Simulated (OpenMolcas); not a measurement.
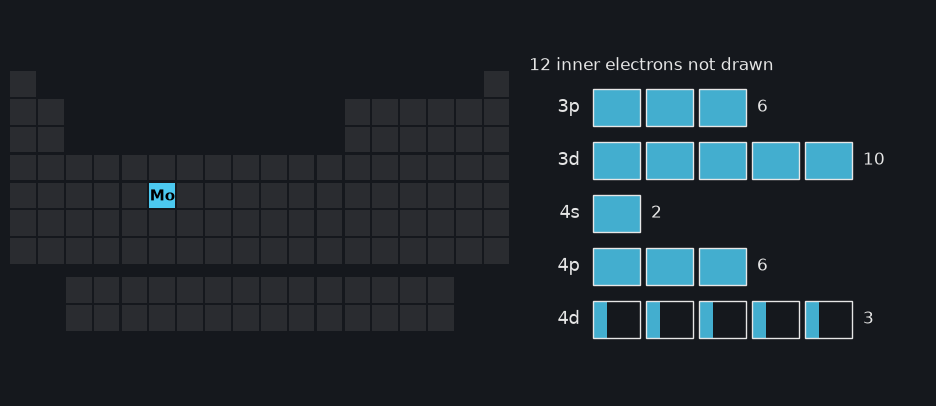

Figure 1. Left, the place of molybdenum in the periodic table; right, the outer shells of the leading configuration of the lowest level: a box for each of the 2l + 1 orbitals, shaded by the share of the shell that is filled, with the electron count at the right.

**Multiconfigurational calculation for Mo³⁺ complex**

Mo³⁺ with 6 ligands (F; octahedron, 1.972 Å), embedded in Cs2NaYF6 by model potentials and point charges, whose field is part of the energies. Computed at this level: state-averaged SS-CASPT2, IPEA shift 0.25, imaginary shift 0.1 hartree, closed shells 4s 4p of the metal and the valence shells of the ligands correlated, active space 3 electrons in the shell 4d, basis ANO-RCC-VDZP on the metal and ANO-RCC-VDZP on the ligands, DKH2 scalar Hamiltonian, spin-orbit coupling by RASSI with atomic mean-field integrals (OpenMolcas).

**Output (extracts)**
```
--- CASPT2 ---
Orbital specifications:
      -----------------------

      Symmetry species                           1   2
                                                ag  au
      Frozen orbitals                           11   9
      Inactive orbitals                         13  15
      Active orbitals                            5   0
      Secondary orbitals                        46  52
      Deleted orbitals                           0   0
      Number of basis functions                 75  76
Type of calculation                        SS-CASPT2
      Fock operator                              state-specific
      IPEA shift                                 0.25
      Real shift                                 0.00
      Imaginary shift                            0.10
      The input orbitals will be transformed to quasi-canonical
Reference energy:       -4644.2209813001
      E2 (Non-variational):      -1.5484063897
      Shift correction:          -0.0010518203
      E2 (Variational):          -1.5494582101
      Total energy:           -4645.7704395102
      Residual norm:              0.0000007688
      Reference weight:           0.72912
      Contributions to the CASPT2 correlation energy
      Active & Virtual Only:         -0.0141563248
      One Inactive Excited:          -0.1442251684
      Two Inactive Excited:          -1.3900248965
Reference energy:       -4644.0829534827
      E2 (Non-variational):      -1.5460546620
      Shift correction:          -0.0010560972
      E2 (Variational):          -1.5471107593
      Total energy:           -4645.6300642420
      Residual norm:              0.0000000843
      Reference weight:           0.72898
      Contributions to the CASPT2 correlation energy
      Active & Virtual Only:         -0.0139605482
      One Inactive Excited:          -0.1508200870
      Two Inactive Excited:          -1.3812740269
::    CASPT2 Root  1     Total energy:  -4645.77043951
::    CASPT2 Root  2     Total energy:  -4645.63006424
::    CASPT2 Root  3     Total energy:  -4645.63011607
::    CASPT2 Root  4     Total energy:  -4645.63014790
::    CASPT2 Root  5     Total energy:  -4645.60160130
::    CASPT2 Root  6     Total energy:  -4645.60162139
::    CASPT2 Root  7     Total energy:  -4645.60161547
::    CASPT2 Root  8     Total energy:  -4645.48057681
::    CASPT2 Root  9     Total energy:  -4645.48064443
::    CASPT2 Root 10     Total energy:  -4645.48057308
--- CASPT2 ---
Orbital specifications:
      -----------------------

      Symmetry species                           1   2
                                                ag  au
      Frozen orbitals                           11   9
      Inactive orbitals                         13  15
      Active orbitals                            5   0
      Secondary orbitals                        46  52
      Deleted orbitals                           0   0
      Number of basis functions                 75  76
Type of calculation                        SS-CASPT2
      Fock operator                              state-specific
      IPEA shift                                 0.25
      Real shift                                 0.00
      Imaginary shift                            0.10
      The input orbitals will be transformed to quasi-canonical
Reference energy:       -4644.1550319851
      E2 (Non-variational):      -1.5609554967
      Shift correction:          -0.0010858278
      E2 (Variational):          -1.5620413244
      Total energy:           -4645.7170733095
      Residual norm:              0.0000003853
      Reference weight:           0.72621
      Contributions to the CASPT2 correlation energy
      Active & Virtual Only:         -0.0184298029
      One Inactive Excited:          -0.1485383516
      Two Inactive Excited:          -1.3939873422
Reference energy:       -4644.1550319850
      E2 (Non-variational):      -1.5612234908
      Shift correction:          -0.0010849025
      E2 (Variational):          -1.5623083933
      Total energy:           -4645.7173403783
      Residual norm:              0.0000003912
      Reference weight:           0.72616
      Contributions to the CASPT2 correlation energy
      Active & Virtual Only:         -0.0184163464
      One Inactive Excited:          -0.1488195426
      Two Inactive Excited:          -1.3939876019
::    CASPT2 Root  1     Total energy:  -4645.71707331
::    CASPT2 Root  2     Total energy:  -4645.71734038
::    CASPT2 Root  3     Total energy:  -4645.71634673
::    CASPT2 Root  4     Total energy:  -4645.71633700
::    CASPT2 Root  5     Total energy:  -4645.71666375
::    CASPT2 Root  6     Total energy:  -4645.68542435
::    CASPT2 Root  7     Total energy:  -4645.68541154
::    CASPT2 Root  8     Total energy:  -4645.68536861
::    CASPT2 Root  9     Total energy:  -4645.59168831
::    CASPT2 Root 10     Total energy:  -4645.57988945
::    CASPT2 Root 11     Total energy:  -4645.57988913
::    CASPT2 Root 12     Total energy:  -4645.57975703
::    CASPT2 Root 13     Total energy:  -4645.57855711
::    CASPT2 Root 14     Total energy:  -4645.58014059
::    CASPT2 Root 15     Total energy:  -4645.58009085
::    CASPT2 Root 16     Total energy:  -4645.57526587
::    CASPT2 Root 17     Total energy:  -4645.57571128
::    CASPT2 Root 18     Total energy:  -4645.56041904
::    CASPT2 Root 19     Total energy:  -4645.56039295
::    CASPT2 Root 20     Total energy:  -4645.56038652
::    CASPT2 Root 21     Total energy:  -4645.54496731
::    CASPT2 Root 22     Total energy:  -4645.54520536
::    CASPT2 Root 23     Total energy:  -4645.54510261
::    CASPT2 Root 24     Total energy:  -4645.54114338
::    CASPT2 Root 25     Total energy:  -4645.49957335
::    CASPT2 Root 26     Total energy:  -4645.49952450
::    CASPT2 Root 27     Total energy:  -4645.43993299
::    CASPT2 Root 28     Total energy:  -4645.43998509
::    CASPT2 Root 29     Total energy:  -4645.43966547
::    CASPT2 Root 30     Total energy:  -4645.43305745
```

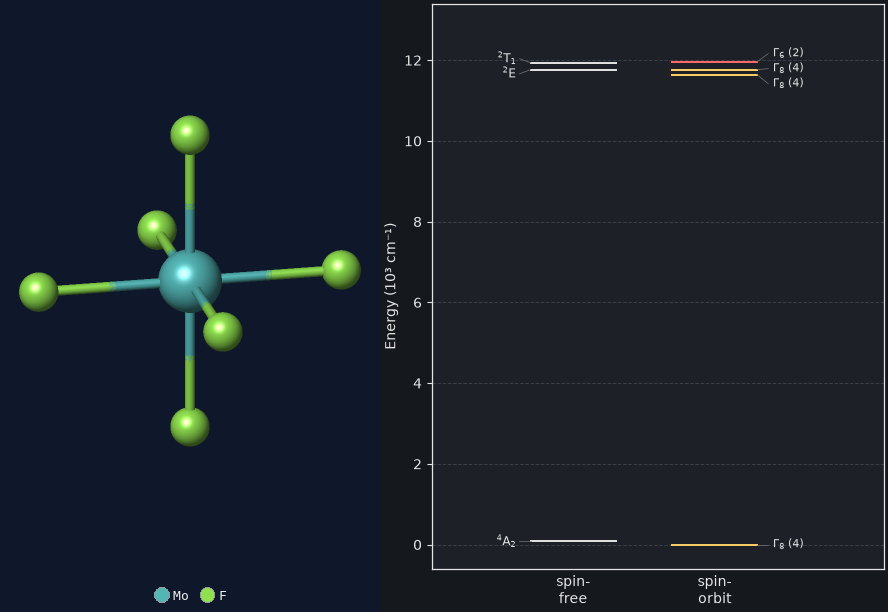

Figure 2. Mo³⁺ (4d³) as a dopant in Cs₂NaYF₆, a cluster with its 6 nearest F⁻ at 1.972 Å (octahedron) embedded in model potentials and point charges; the geometry was set, not optimised, and its levels. Labels give the representation in O, Td, D4 or D3 as the site allows (double group for half-integer spin) where it could be assigned and, in brackets, the degeneracy; spin-free states, where drawn, share the zero of the spin-orbit levels. The ground level is Γ₈, 4-fold degenerate, 100 % from states of spin multiplicity 4. The next level lies at 11,600 cm⁻¹ (Γ₈). The lowest spin-free state is ⁴A₂.

**Input file**
```
&GATEWAY
Basis set
Mo.ANO-RCC-VDZP.
Mo1 0.0 0.0 0.0 Angstrom
End of basis
Basis set
F.ANO-RCC-VDZP.
L1 1.972000 0.000000 0.000000 Angstrom
L2 0.000000 1.972000 0.000000 Angstrom
L3 0.000000 0.000000 1.972000 Angstrom
End of basis
Basis set
Na.EMB-AIMP.Ruiperez.7s4p.1s1p.ECP.Cs2NaYF6.
PseudoCharge
* 3 symmetry-unique lattice sites within 7.6 angstrom
End of basis
Basis set
Cs.EMB-AIMP.Ruiperez.0s.0s.ECP.Cs2NaYF6.
PseudoCharge
* 16 symmetry-unique lattice sites within 7.6 angstrom
End of basis
Basis set
F.EMB-AIMP.Ruiperez.0s.0s.ECP.Cs2NaYF6.
PseudoCharge
* 27 symmetry-unique lattice sites within 7.6 angstrom
End of basis
Basis set
Y.EMB-AIMP.Ruiperez.0s.0s.ECP.Cs2NaYF6.
PseudoCharge
* 6 symmetry-unique lattice sites within 7.6 angstrom
End of basis
Symmetry
XYZ
AngMom=0.0 0.0 0.0
AMFI
RICD
XField
1537 Angstrom 0
* Evjen-weighted lattice charges
&SEWARD
&RASSCF
FileOrb=start.orb
Symmetry=1
Spin=4
nActEl=3 0 0
Inactive=24 24
Ras2=5 0
CIRoot=10 10 1
SDav=10
CIMx=300
Iter=150 100
PrWF=0.3
OrbListing=Nothing
MaxOrb=0
LevShft=1.0
>>> COPY $Project.JobIph JOB001
&RASSCF
FileOrb=start.orb
Symmetry=1
Spin=2
nActEl=3 0 0
Inactive=24 24
Ras2=5 0
CIRoot=40 40 1
SDav=40
CIMx=300
Iter=150 100
PrWF=0.3
OrbListing=Nothing
MaxOrb=0
LevShft=1.0
>>> COPY $Project.JobIph JOB002
&RASSI
NrOfJobIphs=2 10 40
1 2 3 4 5 6 7 8 9 10
1 2 3 4 5 6 7 8 9 10 11 12 13 14 15 16 17 18 19 20 21 22 23 24 25 26 27
28 29 30 31 32 33 34 35 36 37 38 39 40
IphNames
JOB001
JOB002
EJob
SpinOrbit
DIPRint=1.0
SOCoupling=1000.0
Subsets=2
Property=9
'ANGMOM' 1 'ANGMOM' 2 'ANGMOM' 3 'MLTPL  1' 1 'MLTPL  1' 2 'MLTPL  1' 3
'AMFI' 1 'AMFI' 2 'AMFI' 3
SOProperty=3
'ANGMOM' 1 'ANGMOM' 2 'ANGMOM' 3
>>> COPY JOB001 $Project.JobIph
&CASPT2
Multistate=10 1 2 3 4 5 6 7 8 9 10
NoMult
Frozen=11 9
IPEA=0.25
Imaginary=0.1
MaxIter=60
WThr=0.0 0.3 0.05
PrWF=0.5
NoMix
>>> COPY JOB002 $Project.JobIph
&CASPT2
Multistate=40 1 2 3 4 5 6 7 8 9 10 11 12 13 14 15 16 17 18 19 20 21 22
23 24 25 26 27 28 29 30 31 32 33 34 35 36 37 38 39 40
NoMult
Frozen=11 9
IPEA=0.25
Imaginary=0.1
MaxIter=60
WThr=0.0 0.3 0.05
PrWF=0.5
NoMix
```

The file start.orb holds starting orbitals from an earlier step. A driver script formed the levels outside the program, from RASSI's spin-orbit matrix and the CASPT2 energies (for multi-state variants, the effective Hamiltonian), averaged over the components of each term or state. The log and the time are those of the CASPT2 step.

Run as:
```bash
OMP_NUM_THREADS=1 MOLCAS_MEM=2457 MOLCAS_PROJECT=a pymolcas a.inp > a.log  # once for each step of the input, in one work folder
```

**Results in brief**

```
                                 quantity                                                                 value
                                  outcome              converged; degenerate states are split by up to 410 cm⁻¹
      energy of the lowest spin-free term                                                   −4645.77044 hartree
    energy of the lowest spin-orbit level                                                   −4645.77082 hartree
                CASPT2 correlation energy                                                       −1.5495 hartree
largest spread among components of a term                                                            409.6 cm⁻¹
                  lowest reference weight                                                                 0.721
                                 hardware  1 thread of Arm Neoverse V1, 24 GiB of memory available, shared host
                                wall time                                                               2.5 min
                              peak memory                                                              0.38 GiB
```

**Notes**

The components of ²T2, which symmetry makes degenerate, are split by 410 cm⁻¹ in CASPT2, and those of 8 more by over 50 cm⁻¹. This is an artefact; the levels of such states rest on averages and are uncertain by about as much. Limits: the geometry is set by hand, with no relaxation.
